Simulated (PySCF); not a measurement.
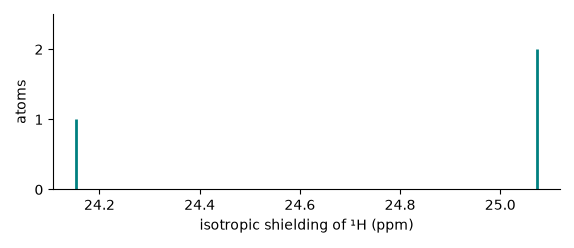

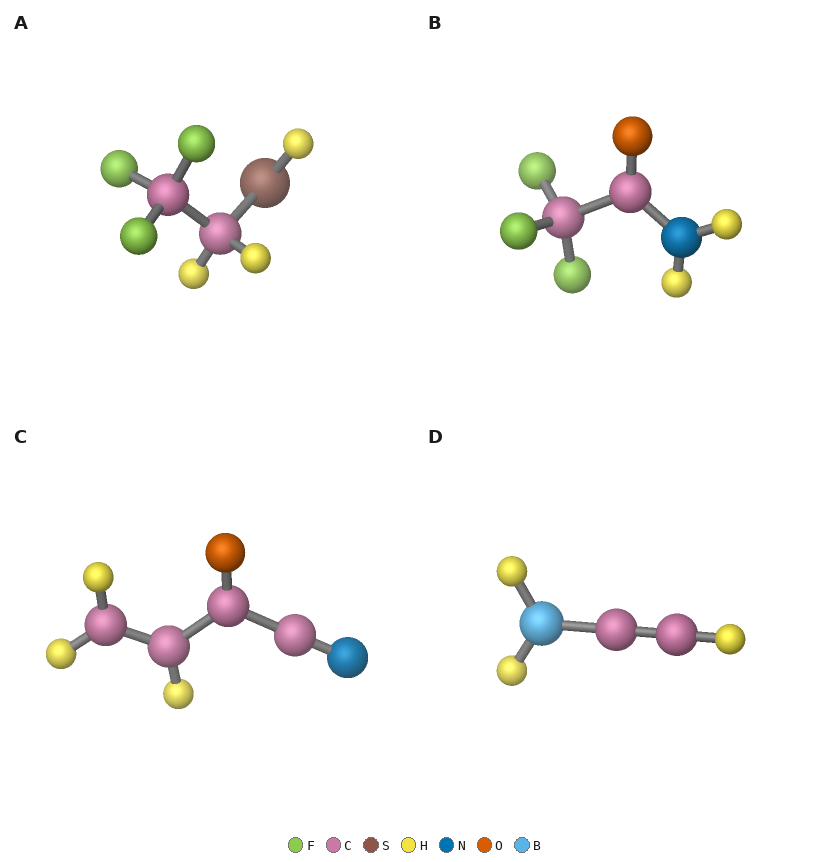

The sticks are computed shieldings of one of the molecules, for one fixed geometry (PBE0-D3(BJ)/def2-SVP) without averaging over rotations. Low shielding means a high chemical shift. Method: GIAO HF/pcSseg-2 NMR shielding, non-relativistic, gas phase (PySCF 2.14.0).

**Which molecule gives this pattern?**

C, `C=CC(=O)C#N`. Its 3 H atoms give lines at 24.15, 25.07 (2 atoms) ppm.
